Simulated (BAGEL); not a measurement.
**B3LYP/6-31G(d) (density fitting with qzvpp-jkfit, spherical functions) run of CH5GaO (SMILES C[O][GaH2])**

What is the energy change on altering one bond length of CH5GaO at B3LYP/6-31G* (density fitting with qzvpp-jkfit, spherical functions)? 

Program for the calculation: BAGEL 1.2.2.

6 further runs of the same task are left out: 6 that didn't finish. Runs told in other sessions of the task aren't counted.

## (1) The molecule

The species is CH5GaO (8 atoms), meant as a singlet with charge 0. As SMILES, `C[O][GaH2]`. The coordinates come from a PBE0-D4/def2-TZVP relaxation.

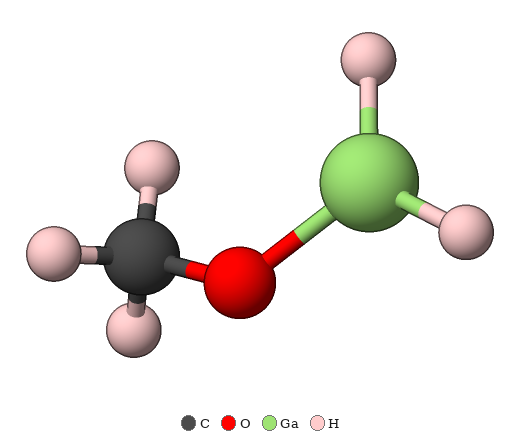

Viewed from a chosen angle; carbon dark grey, oxygen red, gallium green, hydrogen pink.

## (2) A single-point energy at B3LYP/6-31G(d) (density fitting with qzvpp-jkfit, spherical functions)

job.json reads:

```json
{ "bagel": [

{
  "title": "molecule",
  "basis": "6-31gs.json",
  "df_basis": "qzvpp-jkfit",
  "angstrom": true,
  "geometry": [
    { "atom": "C", "xyz": [   -0.616800,    0.972600,   -0.422900 ] },
    { "atom": "O", "xyz": [   -0.705300,   -0.273500,    0.213500 ] },
    { "atom": "Ga", "xyz": [    0.703200,   -1.302000,    0.579300 ] },
    { "atom": "H", "xyz": [   -1.200200,    0.962000,   -1.350600 ] },
    { "atom": "H", "xyz": [    0.414200,    1.256200,   -0.676600 ] },
    { "atom": "H", "xyz": [   -1.030600,    1.754200,    0.224300 ] },
    { "atom": "H", "xyz": [    2.093900,   -0.732800,    0.142900 ] },
    { "atom": "H", "xyz": [    0.341700,   -2.636700,    1.290100 ] }
  ]
},
{
  "title": "ks",
  "xc_func": "b3lyp"
},
{
  "title": "print",
  "file": "orbitals.molden",
  "orbitals": true
}

]}
```

The basis set 6-31G* is read from a file made from the Basis Set Exchange's data (not shown).

Command:

```console
$ BAGEL_NUM_THREADS=1 BAGEL job.json > job.out
```

The program printed:

```text
* using 1 threads per process

  ===============================================================
  ===============================================================

  *** Geometry ***

  { "atom" : "C", "xyz" : [     -1.165583,      1.837948,     -0.799165 ] },
  { "atom" : "O", "xyz" : [     -1.332824,     -0.516840,      0.403457 ] },
  { "atom" : "Ga", "xyz" : [      1.328855,     -2.460423,      1.094718 ] },
  { "atom" : "H", "xyz" : [     -2.268049,      1.817917,     -2.552264 ] },
  { "atom" : "H", "xyz" : [      0.782725,      2.373874,     -1.278589 ] },
  { "atom" : "H", "xyz" : [     -1.947552,      3.314958,      0.423866 ] },
  { "atom" : "H", "xyz" : [      3.956898,     -1.384791,      0.270042 ] },
  { "atom" : "H", "xyz" : [      0.645719,     -4.982641,      2.437936 ] },

  Number of auxiliary basis functions:      508

  Since a DF basis is specified, we compute 2- and 3-index integrals:
    o Being stored without compression. Storage requirement is 0.020 GB

  Number of basis functions:       70
  Number of electrons      :       50

    * METHOD: MOLECULE                             0.22

  *** Kohn-Sham DFT ***

    * Removing 13175 points whose weight is below 1.00e-10
    * Grid points: 106073

  === Nuclear Repulsion ===
   184.2549386768

       - DIIS with orbital gradients will be used.

  === KS iteration (b3lyp / 6-31gs.json) ===
      0      -1968.92539015          0.12561872           0.34
      1      -1702.61918276          0.32236835           0.31
      2      -1906.70048213          0.10799968           0.31
      3      -1720.11171768          0.23778409           0.31
      4      -1842.98755377          0.28437161           0.31
      5      -1932.16325254          0.23000053           0.31
      6      -1934.49882694          0.21454864           0.31
      7      -1935.13153696          0.20790708           0.31
      8      -1908.65213209          0.12309450           0.31
      9      -1935.43451680          0.20748205           0.31
     10      -1935.23837832          0.20886966           0.31
     11      -1942.25481674          0.19180138           0.32
     12      -1941.43853039          0.19234865           0.31
     13      -1938.76802584          0.19462010           0.31
     14      -1951.47951242          0.14123336           0.31
     15      -2035.35632927          0.08977951           0.31
     16      -1976.62000302          0.16859239           0.31
     17      -2001.99786171          0.32209526           0.31
     18      -2029.65790758          0.22403696           0.31
     19      -2040.45479629          0.03995006           0.31
     20      -2040.02385707          0.05322578           0.31
     21      -2040.71051178          0.02698959           0.31
     22      -2040.95133839          0.00248631           0.31
     23      -2040.95296279          0.00105351           0.33
     24      -2040.95333024          0.00025002           0.34
     25      -2040.95335113          0.00003615           0.32
     26      -2040.95335164          0.00002227           0.33
     27      -2040.95335178          0.00000240           0.32
     28      -2040.95335178          0.00000069           0.32
     29      -2040.95335178          0.00000043           0.32
     30      -2040.95335178          0.00000012           0.32
     31      -2040.95335178          0.00000003           0.32
     32      -2040.95335178          0.00000001           0.32
     33      -2040.95335178          0.00000000           0.32
    * SCF iteration converged.

    * Permanent dipole moment:
           (   -0.401002,    -0.162737,     0.125015) a.u.

    * METHOD: KS                                  11.27

    * METHOD: PRINT                                0.02

  ===============================================================
```

Wall time 12 s (1 thread of AMD EPYC 9B14 (Zen 4), shared host); peak memory 0.39 GiB.

## (3) The distorted shape

input.json reads:

```json
{ "bagel" : [

{
  "title" : "molecule",
  "basis" : "6-31gs.json",
  "df_basis" : "qzvpp-jkfit",
  "angstrom" : true,
  "geometry" : [
    { "atom" : "C", "xyz" : [      -0.441795,       0.975780,      -0.144614 ] },
    { "atom" : "O", "xyz" : [      -0.530295,      -0.270320,       0.491786 ] },
    { "atom" : "Ga", "xyz" : [       0.878205,      -1.298820,       0.857586 ] },
    { "atom" : "H", "xyz" : [      -1.200200,       0.962000,      -1.350600 ] },
    { "atom" : "H", "xyz" : [       0.589205,       1.259380,      -0.398314 ] },
    { "atom" : "H", "xyz" : [      -0.855595,       1.757380,       0.502586 ] },
    { "atom" : "H", "xyz" : [       2.268905,      -0.729620,       0.421186 ] },
    { "atom" : "H", "xyz" : [       0.516705,      -2.633520,       1.568386 ] }
  ]
},

{
  "title" : "ks",
  "xc_func" : "b3lyp"
},

{
  "title" : "print",
  "file" : "orbitals.molden",
  "orbitals" : true
}

]}
```

The basis set 6-31G* is read from a file made from the Basis Set Exchange's data (not shown).

Command:

```console
$ BAGEL_NUM_THREADS=1 BAGEL input.json > input.out
```

The program printed:

```text
* using 1 threads per process

  ===============================================================
  ===============================================================

  *** Geometry ***

  { "atom" : "C", "xyz" : [     -0.834872,      1.843957,     -0.273281 ] },
  { "atom" : "O", "xyz" : [     -1.002112,     -0.510831,      0.929341 ] },
  { "atom" : "Ga", "xyz" : [      1.659567,     -2.454414,      1.620603 ] },
  { "atom" : "H", "xyz" : [     -2.268049,      1.817917,     -2.552264 ] },
  { "atom" : "H", "xyz" : [      1.113436,      2.379883,     -0.752704 ] },
  { "atom" : "H", "xyz" : [     -1.616840,      3.320967,      0.949750 ] },
  { "atom" : "H", "xyz" : [      4.287609,     -1.378782,      0.795926 ] },
  { "atom" : "H", "xyz" : [      0.976431,     -4.976632,      2.963820 ] },

  Number of auxiliary basis functions:      508

  Since a DF basis is specified, we compute 2- and 3-index integrals:
    o Being stored without compression. Storage requirement is 0.020 GB

  Number of basis functions:       70
  Number of electrons      :       50

    * METHOD: MOLECULE                             0.23

  *** Kohn-Sham DFT ***

    * Removing 12790 points whose weight is below 1.00e-10
    * Grid points: 106458

  === Nuclear Repulsion ===
   182.9524921872

       - DIIS with orbital gradients will be used.

  === KS iteration (b3lyp / 6-31gs.json) ===
      0      -1969.36373353          0.12516045           0.35
      1      -1704.41918013          0.32951131           0.32
      2      -1907.51627405          0.10798100           0.33
      3      -1718.04607002          0.23421354           0.32
      4      -1932.53918981          0.23873999           0.33
      5      -1935.85166885          0.21107288           0.32
      6      -1938.26112733          0.19839050           0.32
      7      -1936.13355829          0.20710075           0.32
      8      -1909.38886348          0.12265934           0.32
      9      -1936.80293439          0.20402911           0.31
     10      -1936.89510365          0.20318301           0.31
     11      -1938.49005699          0.19693666           0.32
     12      -1938.88796023          0.19893538           0.31
     13      -1938.70741668          0.19825323           0.32
     14      -1952.08507889          0.14110835           0.32
     15      -1972.87562196          0.21353321           0.31
     16      -1968.07589120          0.29388017           0.31
     17      -1968.97982505          0.29960308           0.33
     18      -1967.42905168          0.28226213           0.32
     19      -1939.60114483          0.19674590           0.32
     20      -1952.20581755          0.14154863           0.31
     21      -1966.10927712          0.19144471           0.32
     22      -2010.87544899          0.23184051           0.32
     23      -1991.61367363          0.31947047           0.32
     24      -1976.37678379          0.30928821           0.33
     25      -1958.53585675          0.21280922           0.33
     26      -1957.43765118          0.17166194           0.32
     27      -2036.42137227          0.08540060           0.33
     28      -1987.36459782          0.25140322           0.33
     29      -2039.61900644          0.07561682           0.33
     30      -2040.62925253          0.03296078           0.32
     31      -2040.84732727          0.01538876           0.32
     32      -2040.91567770          0.00299529           0.32
     33      -2040.91660204          0.00244054           0.32
     34      -2040.91859888          0.00018204           0.33
     35      -2040.91861178          0.00003256           0.32
     36      -2040.91861226          0.00000456           0.33
     37      -2040.91861227          0.00000319           0.32
     38      -2040.91861227          0.00000161           0.32
     39      -2040.91861227          0.00000021           0.32
     40      -2040.91861227          0.00000015           0.32
     41      -2040.91861227          0.00000004           0.33
     42      -2040.91861227          0.00000000           0.33
    * SCF iteration converged.

    * Permanent dipole moment:
           (   -0.525239,    -0.089012,    -0.051054) a.u.

    * METHOD: KS                                  14.32

    * METHOD: PRINT                                0.02

  ===============================================================
```

It took 15 s on 1 thread of AMD EPYC 9B14 (Zen 4), shared host; peak memory 0.39 GiB.

## (4) What came out

At B3LYP/6-31G* (density fitting with qzvpp-jkfit, spherical functions):

```
                                                         quantity           value
                                        first shape: total energy  -2040.95335 Eh
                                       first shape: dipole moment          1.14 D
                                         first shape: HOMO energy        -7.46 eV
                                         first shape: LUMO energy        -1.40 eV
                                       first shape: HOMO–LUMO gap         6.06 eV
                                    distorted shape: total energy  -2040.91861 Eh
                                   distorted shape: dipole moment          1.36 D
                                     distorted shape: HOMO energy        -7.32 eV
                                     distorted shape: LUMO energy        -1.51 eV
                                   distorted shape: HOMO–LUMO gap         5.81 eV
energy change with the C1–H4 bond stretched from 1.096 to 1.425 Å        0.945 eV
```

In words: With the C1–H4 bond stretched from 1.096 to 1.425 Å the energy rises by 0.95 eV (21.8 kcal/mol). The first shape isn't relaxed at this level, so the change isn't measured from a minimum.
